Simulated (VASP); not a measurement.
Band structure of GeS2 (relaxed from the rutile structure, space group P4_2/mnm). All values below come from PBEsol GGA with spin-orbit coupling, VASP's PBE PAW potentials (set 64) (plane waves; VASP 6.6.1).

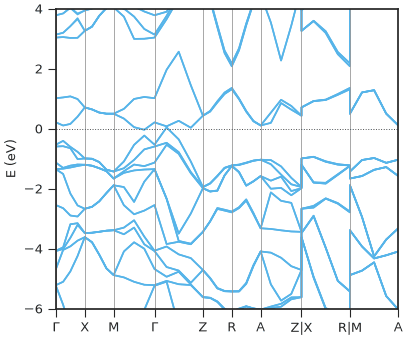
Bands along high-symmetry lines, zero at the valence-band maximum or, without a gap, the Fermi level

Problem. Read the plot: is there a gap, and where are the band edges?

Solution. It has no gap at this level: it comes out as a metal or semimetal.

The structure was generated: GeS2 was put into the rutile type (P4_2/mnm), which need not be its known phase. It was relaxed first, which changed the volume by +9 %. The k-mesh is coarse (spacing up to 0.30 per Å, 2π included), so the numbers may not be converged in it.
